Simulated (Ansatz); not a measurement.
```yaml
atoms:
  - { symbol: C, position_ang: [-0.4683, -0.1173, -1.0330] }
  - { symbol: Si, position_ang: [0.1603, -0.4113, 0.4590] }
  - { symbol: N, position_ang: [1.6973, -0.1506, 1.1133] }
  - { symbol: H, position_ang: [-1.3436, -0.1842, -1.6589] }
  - { symbol: H, position_ang: [2.4611, 0.2501, 0.5958] }
  - { symbol: H, position_ang: [1.9250, -0.3897, 2.0611] }
```

Geometry: PBE0-D4/def2-TZVP.

Level of theory: RKS PBE0-D4/def2-TZVPP in Ansatz.

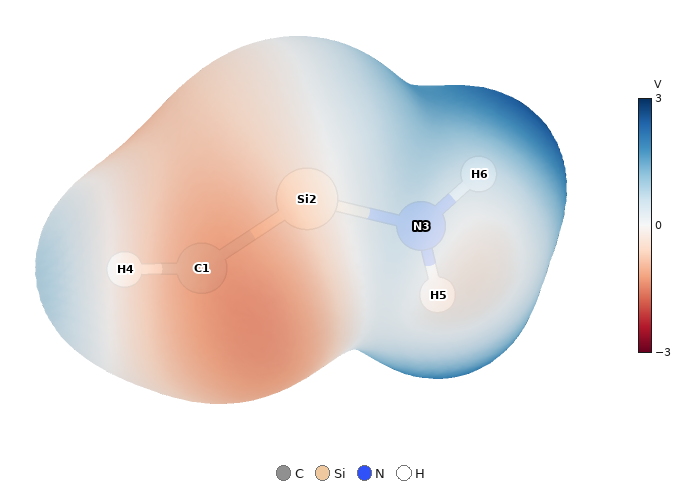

CH3NSi. The electrostatic potential painted on the density surface at 0.002 e/bohr³, seen at a tilt; the colour scale runs from red (negative) to blue (positive).

**Describe the electrostatic potential map.**

The most negative region (about −1.4 V) lies over C1, the most positive (about +2.5 V) over H6.
